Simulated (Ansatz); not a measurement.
**H5NSi2Zn: an energy map over bond length N2–Si3 and bond length N2–Zn4**

A grid of calculations on H₅NSi₂Zn, to see where the energy is lowest and how it rises around there.

The runs use Ansatz 0.2.0; RKS PBE-D4/def2-SVP.

## 1. Where the work starts

9 atoms, charge 0, spin multiplicity 1.

Atoms are counted from 1 here; the program's logs count them from 0.

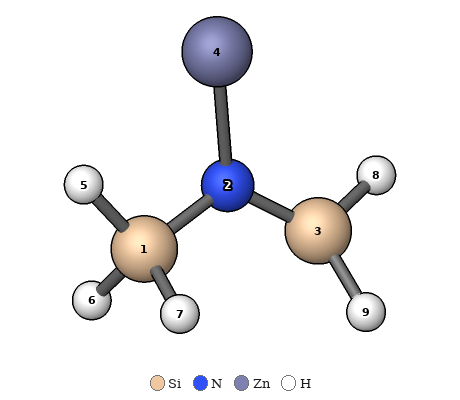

As it starts; colours as in the key; atoms are numbered from 1 in the order of the file.

Geometry (Å):

```xyz
9
charge 0, multiplicity 1
Si   -0.1425    1.1506   -0.6615
N    -0.4020   -0.4962   -0.0646
Si    0.2057   -1.0220    1.3770
Zn   -0.5387   -1.6783   -2.0374
H    -0.5590    1.1760   -2.1098
H    -0.9906    2.1137    0.1246
H     1.2923    1.6153   -0.5851
H    -0.2745   -2.3315    1.9235
H     1.4980   -0.5741    2.0164
```

This geometry comes from a loose relaxation at PBE in a small basis, which is not shown.

## 2. Relaxing the molecule

File input.yaml:

```yaml
crystal:
  periodic: [false, false, false]
  atoms:
    - { symbol: Si, position_ang: [-0.142475, 1.150622, -0.661505] }
    - { symbol: "N", position_ang: [-0.402047, -0.496237, -0.064596] }
    - { symbol: Si, position_ang: [0.205658, -1.022011, 1.376969] }
    - { symbol: Zn, position_ang: [-0.538716, -1.678256, -2.037443] }
    - { symbol: H, position_ang: [-0.559039, 1.176035, -2.109845] }
    - { symbol: H, position_ang: [-0.990607, 2.113716, 0.124588] }
    - { symbol: H, position_ang: [1.292308, 1.615322, -0.585144] }
    - { symbol: H, position_ang: [-0.274487, -2.331528, 1.923479] }
    - { symbol: H, position_ang: [1.498005, -0.574063, 2.016398] }
basis:
  gaussian: { orbitals: def2-SVP }
hamiltonian:
  xc: pbe
  dispersion: d4
output:
  forces: true
relax:
  f_tol: 0.003
  max_steps: 120
```

On the command line:

```console
$ ansatz run input.yaml --threads 1 --pin off --max-ram 2560MiB --backend cpu --events-out ev --progress --plain --runs-dir out
```

Output, shortened:

```text
Warning: RAYON_NUM_THREADS=1 ignored (pool sized by the plan → 1); use --threads N
[...]
Functional definition: PBE
[...]
1212 factors; their error is unknown
[...]
mean field -65714.70361592 eV, -2414.9708148590 hartree, gradient 5.7e-5 eV, S^2 0.000000; 1 other end points of the search recorded, 0 dependent functions left out
[...]
reference -65714.70366163 eV, -2414.9708165391 hartree; 35, 35 occupied and 71, 71 virtual orbitals, 1212 factors
relax step   1: F+E_penalty+E_count = -65715.01399275 eV  Δ(F+E_penalty+E_count) = +0.000e0 eV  max|allowed force component| = 2.943e-2 eV/Å  Δτ_max = 0.0000 Å  (49 SCF iters, accepted)
[...]
relax step   4: F+E_penalty+E_count = -65715.01271365 eV  Δ(F+E_penalty+E_count) = +2.042e-3 eV  max|allowed force component| = 1.757e-1 eV/Å  Δτ_max = 0.0370 Å  (30 SCF iters, rejected (line search))
[...]
relax step   7: F+E_penalty+E_count = -65715.01508438 eV  Δ(F+E_penalty+E_count) = -5.827e-7 eV  max|allowed force component| = 3.462e-2 eV/Å  Δτ_max = 0.0089 Å  (24 SCF iters, accepted)
[...]
relax step  10: F+E_penalty+E_count = -65715.01524423 eV  Δ(F+E_penalty+E_count) = -4.515e-5 eV  max|allowed force component| = 8.049e-3 eV/Å  Δτ_max = 0.0040 Å  (26 SCF iters, accepted)
[...]
relax step  13: F+E_penalty+E_count = -65715.01527916 eV  Δ(F+E_penalty+E_count) = -1.878e-6 eV  max|allowed force component| = 3.619e-3 eV/Å  Δτ_max = 0.0039 Å  (24 SCF iters, accepted)
[...]
relax step  14: F+E_penalty+E_count = -65715.01528183 eV  Δ(F+E_penalty+E_count) = -2.671e-6 eV  max|allowed force component| = 1.509e-3 eV/Å  Δτ_max = 0.0007 Å  (19 SCF iters, accepted)
1212 factors; their error is unknown
[...]
mean field -65714.70557268 eV, -2414.9708867687 hartree, gradient 4.9e-5 eV, S^2 0.000000; 2 other end points of the search recorded, 0 dependent functions left out
[...]
reference -65714.70561845 eV, -2414.9708884506 hartree; 35, 35 occupied and 71, 71 virtual orbitals, 1212 factors
Total energy: -65715.01532760 eV, -2414.9822700521 hartree
Atom 0 at    -0.136732     1.164681    -0.668105 Å, force     0.000488    -0.000228     0.001186 eV/Å
Atom 1 at    -0.375847    -0.472485    -0.044777 Å, force    -0.000543    -0.000688     0.000380 eV/Å
Atom 2 at     0.223355    -1.037288     1.379235 Å, force     0.000757     0.001509    -0.001141 eV/Å
Atom 3 at    -0.565529    -1.695538    -2.028428 Å, force    -0.000205    -0.000124     0.000252 eV/Å
Atom 4 at    -0.562367     1.164877    -2.112774 Å, force     0.000219     0.000239    -0.000232 eV/Å
Atom 5 at    -0.999765     2.125421     0.105366 Å, force    -0.000549    -0.000130    -0.000355 eV/Å
Atom 6 at     1.290776     1.650422    -0.604959 Å, force     0.000097    -0.000007    -0.000225 eV/Å
Atom 7 at    -0.277861    -2.350026     1.895046 Å, force    -0.000219    -0.000195    -0.000216 eV/Å
Atom 8 at     1.492570    -0.596465     2.062297 Å, force    -0.000045    -0.000375     0.000351 eV/Å
Dipole moment:     0.174981    -0.039326     0.556626 e Å
```

Wall time 100 s (1 thread of Arm Neoverse N1, shared host); peak memory 0.14 GiB.

Along the way: (the energy doesn't fall at every step)

```csv
step,energy from step 1 (eV),largest force component (eV/Å)
1,0.0000,0.0294
2,-0.0004,0.0295
3,-0.0008,0.0229
4,0.0013,0.1757
5,-0.0011,0.0161
6,-0.0011,0.0097
7,-0.0011,0.0346
8,-0.0012,0.0277
9,-0.0012,0.0082
10,-0.0013,0.0080
11,-0.0013,0.0023
12,-0.0013,0.0044
13,-0.0013,0.0036
14,-0.0013,0.0015
```

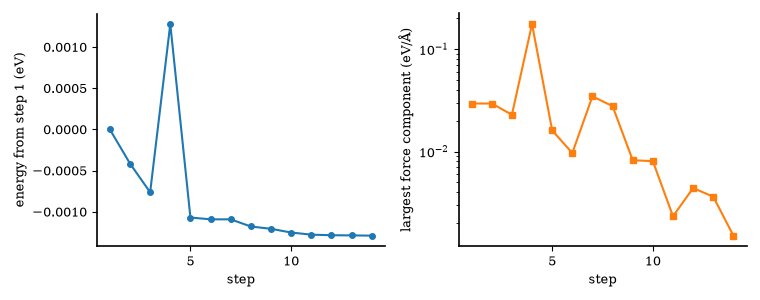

Energy and largest force along the relaxation.

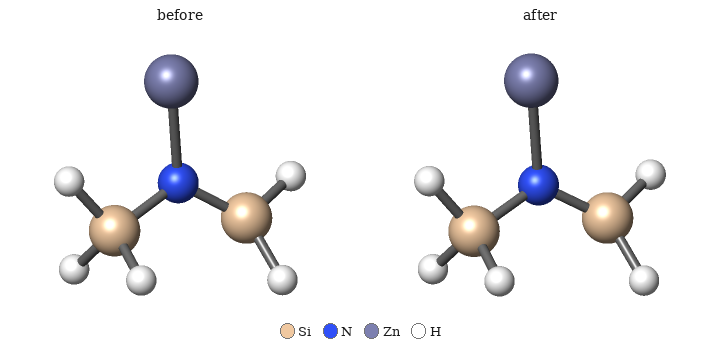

Before and after, at one scale.

Distances of close pairs at the start and the end, largest changes first:

| bond | before (Å) | after (Å) | change (Å) |
| --- | --- | --- | --- |
| N2–Zn4 | 2.304 | 2.338 | +0.034 |
| N2–Si3 | 1.650 | 1.645 | -0.005 |
| Si1–N2 | 1.771 | 1.768 | -0.003 |
| Si3–H9 | 1.510 | 1.507 | -0.003 |
| Si1–H5 | 1.507 | 1.506 | -0.001 |
| Si3–H8 | 1.498 | 1.497 | -0.001 |
| Si1–H7 | 1.510 | 1.509 | -0.001 |
| Si1–H6 | 1.505 | 1.505 | +0.000 |

## 3. The grid

The axes are (1) bond length N2–Si3: 9 values from 1.349 to 2.467 Å; (2) bond length N2–Zn4: 9 values from 2.011 to 3.273 Å.

Nothing else is relaxed (all other coordinates rigid). Energies count from the relaxed molecule at the same level. Points are written as (first, second).

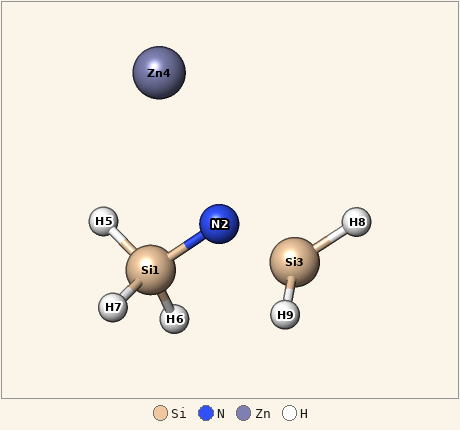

The geometry at (2.188 Å, 3.273 Å).

Of the runs on the grid, 3 are shown in the steps below; the others differ only in the two coordinates.

## 4. Point (2.188 Å, 3.273 Å)

File input.yaml:

```yaml
crystal:
  periodic: [false, false, false]
  atoms:
    - { symbol: Si, position_ang: [-0.136732, 1.164681, -0.668105] }
    - { symbol: "N", position_ang: [-0.375847, -0.472485, -0.044777] }
    - { symbol: Si, position_ang: [0.421171, -1.223748, 1.849348] }
    - { symbol: Zn, position_ang: [-0.641375, -2.184581, -2.821601] }
    - { symbol: H, position_ang: [-0.562367, 1.164877, -2.112774] }
    - { symbol: H, position_ang: [-0.999765, 2.125421, 0.105366] }
    - { symbol: H, position_ang: [1.290776, 1.650422, -0.604959] }
    - { symbol: H, position_ang: [-0.080045, -2.536487, 2.36516] }
    - { symbol: H, position_ang: [1.690386, -0.782925, 2.53241] }
basis:
  gaussian: { orbitals: def2-SVP }
hamiltonian:
  xc: pbe
  dispersion: d4
output:
  forces: true
```

On the command line:

```console
$ ansatz run input.yaml --threads 1 --pin off --max-ram 2560MiB --backend cpu --events-out ev --progress --plain --runs-dir out
```

Output, shortened:

```text
Warning: RAYON_NUM_THREADS=1 ignored (pool sized by the plan → 1); use --threads N
[...]
[... 1 set-up line as earlier in the session ...]
[...]
1212 factors; their error is unknown
[...]
mean field -65711.91473121 eV, -2414.8683252362 hartree, gradient 2.5e-5 eV, S^2 0.000000; 2 other end points of the search recorded, 0 dependent functions left out
[...]
reference -65711.91477882 eV, -2414.8683269859 hartree; 35, 35 occupied and 71, 71 virtual orbitals, 1212 factors
Total energy: -65712.15034308 eV, -2414.8769838130 hartree
Atom 0 at    -0.136732     1.164681    -0.668105 Å, force     0.492763    -0.243562     0.523282 eV/Å
Atom 1 at    -0.375847    -0.472485    -0.044777 Å, force     1.417252    -2.549425     4.317055 eV/Å
Atom 2 at     0.421171    -1.223748     1.849348 Å, force    -1.792668     2.332086    -4.697084 eV/Å
Atom 3 at    -0.641375    -2.184581    -2.821601 Å, force     0.039008     0.173440     0.257530 eV/Å
Atom 4 at    -0.562367     1.164877    -2.112774 Å, force    -0.053243    -0.070882     0.011603 eV/Å
Atom 5 at    -0.999765     2.125421     0.105366 Å, force    -0.055159     0.146309    -0.055164 eV/Å
Atom 6 at     1.290776     1.650422    -0.604959 Å, force     0.042418     0.205897    -0.071730 eV/Å
Atom 7 at    -0.080045    -2.536487     2.365160 Å, force    -0.090018    -0.056485    -0.233452 eV/Å
Atom 8 at     1.690386    -0.782925     2.532410 Å, force    -0.000352     0.062621    -0.052040 eV/Å
Dipole moment:     0.225344    -0.228652     0.525984 e Å
```

Wall time 7.9 s (1 thread of Arm Neoverse N1, shared host); peak memory 0.14 GiB.

Energy on the map's scale: 276 kJ/mol.

## 5. Grid point (1.628 Å, 2.326 Å)

File input.yaml:

```yaml
crystal:
  periodic: [false, false, false]
  atoms:
    - { symbol: Si, position_ang: [-0.136732, 1.164681, -0.668105] }
    - { symbol: "N", position_ang: [-0.375847, -0.472485, -0.044777] }
    - { symbol: Si, position_ang: [0.217181, -1.031469, 1.364563] }
    - { symbol: Zn, position_ang: [-0.564548, -1.689208, -2.018163] }
    - { symbol: H, position_ang: [-0.562367, 1.164877, -2.112774] }
    - { symbol: H, position_ang: [-0.999765, 2.125421, 0.105366] }
    - { symbol: H, position_ang: [1.290776, 1.650422, -0.604959] }
    - { symbol: H, position_ang: [-0.284035, -2.344207, 1.880375] }
    - { symbol: H, position_ang: [1.486396, -0.590645, 2.047625] }
basis:
  gaussian: { orbitals: def2-SVP }
hamiltonian:
  xc: pbe
  dispersion: d4
output:
  forces: true
```

On the command line:

```console
$ ansatz run input.yaml --threads 1 --pin off --max-ram 2560MiB --backend cpu --events-out ev --progress --plain --runs-dir out
```

Output, shortened:

```text
Warning: RAYON_NUM_THREADS=1 ignored (pool sized by the plan → 1); use --threads N
[...]
[... 1 set-up line as earlier in the session ...]
[...]
1212 factors; their error is unknown
[...]
mean field -65714.69854191 eV, -2414.9706283928 hartree, gradient 2.3e-5 eV, S^2 0.000000; 1 other end points of the search recorded, 0 dependent functions left out
[...]
reference -65714.69858762 eV, -2414.9706300727 hartree; 35, 35 occupied and 71, 71 virtual orbitals, 1212 factors
Total energy: -65715.00936905 eV, -2414.9820510794 hartree
Atom 0 at    -0.136732     1.164681    -0.668105 Å, force    -0.016087     0.016642    -0.021527 eV/Å
Atom 1 at    -0.375847    -0.472485    -0.044777 Å, force    -0.215240     0.276508    -0.526323 eV/Å
Atom 2 at     0.217181    -1.031469     1.364563 Å, force     0.233568    -0.249589     0.558302 eV/Å
Atom 3 at    -0.564548    -1.689208    -2.018163 Å, force    -0.007427    -0.026076    -0.041356 eV/Å
Atom 4 at    -0.562367     1.164877    -2.112774 Å, force     0.001641     0.000175    -0.000396 eV/Å
Atom 5 at    -0.999765     2.125421     0.105366 Å, force     0.000651    -0.005172     0.001898 eV/Å
Atom 6 at     1.290776     1.650422    -0.604959 Å, force    -0.001340    -0.008544     0.003651 eV/Å
Atom 7 at    -0.284035    -2.344207     1.880375 Å, force     0.003422    -0.002639     0.015292 eV/Å
Atom 8 at     1.486396    -0.590645     2.047625 Å, force     0.000812    -0.001304     0.010460 eV/Å
Dipole moment:     0.173688    -0.027721     0.560644 e Å
```

Wall time 7.6 s (1 thread of Arm Neoverse N1, shared host); peak memory 0.14 GiB.

On the map this point reads 0.6 kJ/mol.

## 6. Grid point (1.489 Å, 2.484 Å)

File input.yaml:

```yaml
crystal:
  periodic: [false, false, false]
  atoms:
    - { symbol: Si, position_ang: [-0.136732, 1.164681, -0.668105] }
    - { symbol: "N", position_ang: [-0.375847, -0.472485, -0.044777] }
    - { symbol: Si, position_ang: [0.166548, -0.983742, 1.244232] }
    - { symbol: Zn, position_ang: [-0.577366, -1.771858, -2.152211] }
    - { symbol: H, position_ang: [-0.562367, 1.164877, -2.112774] }
    - { symbol: H, position_ang: [-0.999765, 2.125421, 0.105366] }
    - { symbol: H, position_ang: [1.290776, 1.650422, -0.604959] }
    - { symbol: H, position_ang: [-0.334668, -2.296481, 1.760044] }
    - { symbol: H, position_ang: [1.435763, -0.542919, 1.927294] }
basis:
  gaussian: { orbitals: def2-SVP }
hamiltonian:
  xc: pbe
  dispersion: d4
output:
  forces: true
```

On the command line:

```console
$ ansatz run input.yaml --threads 1 --pin off --max-ram 2560MiB --backend cpu --events-out ev --progress --plain --runs-dir out
```

Output, shortened:

```text
Warning: RAYON_NUM_THREADS=1 ignored (pool sized by the plan → 1); use --threads N
[...]
[... 1 set-up line as earlier in the session ...]
[...]
1212 factors; their error is unknown
[...]
mean field -65714.12410827 eV, -2414.9495183459 hartree, gradient 3.6e-5 eV, S^2 0.000000; 0 other end points of the search recorded, 0 dependent functions left out
[...]
reference -65714.12415438 eV, -2414.9495200404 hartree; 35, 35 occupied and 71, 71 virtual orbitals, 1212 factors
Total energy: -65714.43563281 eV, -2414.9609666614 hartree
Atom 0 at    -0.136732     1.164681    -0.668105 Å, force    -0.213994    -0.114697    -0.334711 eV/Å
Atom 1 at    -0.375847    -0.472485    -0.044777 Å, force    -2.897335     3.575659    -7.005704 eV/Å
Atom 2 at     0.166548    -0.983742     1.244232 Å, force     3.107928    -3.424054     6.962545 eV/Å
Atom 3 at    -0.577366    -1.771858    -2.152211 Å, force    -0.021020    -0.018563    -0.059594 eV/Å
Atom 4 at    -0.562367     1.164877    -2.112774 Å, force     0.020236     0.043565    -0.008059 eV/Å
Atom 5 at    -0.999765     2.125421     0.105366 Å, force     0.006203    -0.022686     0.007555 eV/Å
Atom 6 at     1.290776     1.650422    -0.604959 Å, force     0.004155    -0.063651     0.049840 eV/Å
Atom 7 at    -0.334668    -2.296481     1.760044 Å, force     0.016066    -0.031082     0.206553 eV/Å
Atom 8 at     1.435763    -0.542919     1.927294 Å, force    -0.022239     0.055507     0.181575 eV/Å
Dipole moment:     0.163042     0.050612     0.592445 e Å
```

Wall time 6.4 s (1 thread of Arm Neoverse N1, shared host); peak memory 0.14 GiB.

That is 56 kJ/mol from the zero.

## 7. Energy over the grid

81 points were computed. Energies in kJ/mol, from the relaxed molecule at the same level:

| bond length N2–Zn4 (Å) ↓, bond length N2–Si3 (Å) → | 1.349 | 1.489 | 1.628 | 1.768 | 1.908 | 2.048 | 2.188 | 2.328 | 2.467 |
| --- | --- | --- | --- | --- | --- | --- | --- | --- | --- |
| 3.273 | 273 | 64 | 16 | 48 | 115 | 196 | 276 | 351 | 416 |
| 3.116 | 271 | 62 | 13 | 44 | 111 | 191 | 271 | 345 | 410 |
| 2.958 | 270 | 60 | 10 | 40 | 106 | 185 | 264 | 337 | 401 |
| 2.800 | 269 | 57 | 7 | 36 | 101 | 178 | 256 | 328 | 391 |
| 2.642 | 269 | 56 | 4 | 31 | 94 | 170 | 246 | 317 | 378 |
| 2.484 | 271 | 56 | 1 | 26 | 86 | 160 | 234 | 303 | 363 |
| 2.326 | 277 | 58 | 1 | 22 | 79 | 150 | 222 | 288 | 346 |
| 2.169 | 293 | 70 | 6 | 23 | 77 | 144 | 213 | 276 | 331 |
| 2.011 | 317 | 88 | 20 | 32 | 82 | 145 | 210 | 270 | 322 |

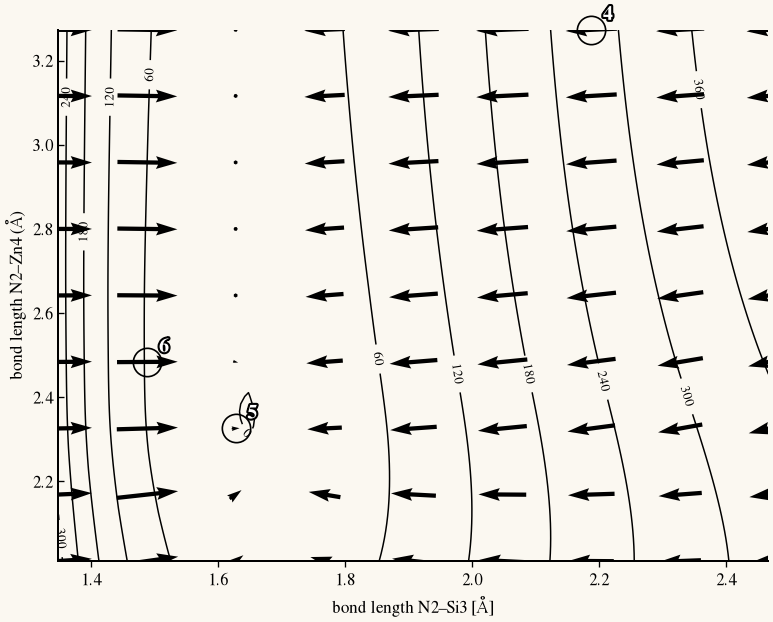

The map; numbers mark the steps of this session that print a point's run. In the figure: contour lines labelled in kJ/mol, arrows along the force (downhill), longer where it is stronger. Between grid points the surface is interpolated.

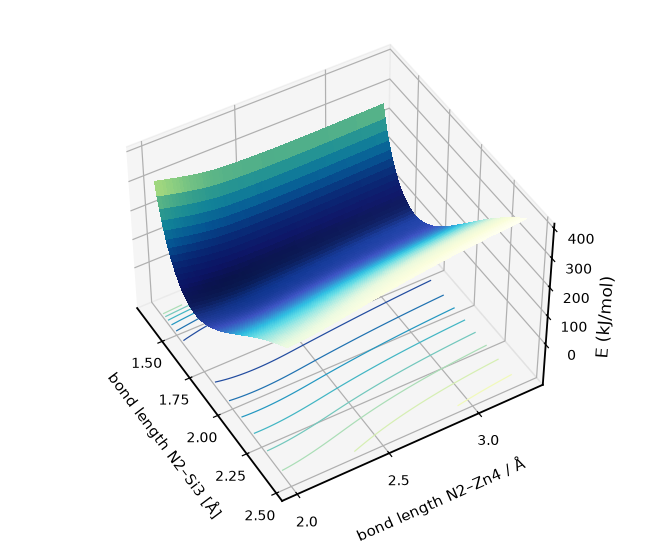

The same map in relief. Drawn: a relief with its contours projected below.

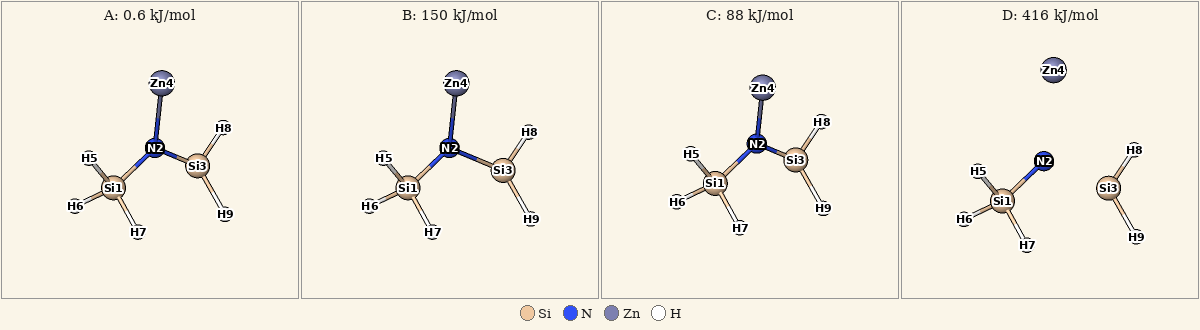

Structures on the grid, at one scale: A at (1.628 Å, 2.326 Å); B at (2.048 Å, 2.326 Å); C at (1.489 Å, 2.011 Å); D at (2.467 Å, 3.273 Å).

On the same grid, largest force on an atom (eV/Å):

```
bond length N2–Zn4 (Å) ↓, bond length N2–Si3 (Å) →  1.349  1.489  1.628  1.768  1.908  2.048  2.188  2.328  2.467
                                             3.273   24.0    8.0    0.7    4.0    5.5    5.8    5.5    5.0    4.4
                                             3.116   24.0    8.1    0.7    4.0    5.4    5.8    5.5    5.0    4.4
                                             2.958   24.1    8.1    0.6    3.9    5.4    5.7    5.4    4.9    4.4
                                             2.800   24.1    8.2    0.5    3.8    5.2    5.6    5.4    4.9    4.3
                                             2.642   24.2    8.3    0.4    3.6    5.1    5.5    5.3    4.8    4.3
                                             2.484   24.3    8.4    0.5    3.4    4.9    5.3    5.1    4.7    4.2
                                             2.326   24.6    8.6    0.7    3.1    4.7    5.1    4.9    4.6    4.1
                                             2.169   25.0    9.1    1.1    3.0    4.4    4.9    4.7    4.4    4.0
                                             2.011   25.3    9.5    1.6    2.9    4.3    4.6    4.5    4.3    3.9
```

## 8. Results

| quantity | value |
| --- | --- |
| lowest point | (1.628 Å, 2.326 Å), 0.6 kJ/mol |
| highest computed point | (2.467 Å, 3.273 Å), 415 kJ/mol above the lowest |
| largest force on an atom (eV/Å) | 0.4 at (1.628 Å, 2.642 Å) to 25.3 at (1.349 Å, 2.011 Å); 0.7 at the lowest point |
| time for the whole task | 19 min on 1 thread, shared host |

In words: The lowest computed point is at (1.628 Å, 2.326 Å), 0.6 kJ/mol from the relaxed molecule at the same level. No other kind of well shows on this grid. The highest computed point, (2.467 Å, 3.273 Å), lies 415 kJ/mol above the lowest. Round the minimum the valley is somewhat tilted: raising bond length N2–Si3 shifts the best value of bond length N2–Zn4 downwards (coupling k₁₂/√(k₁₁k₂₂) about 0.2).
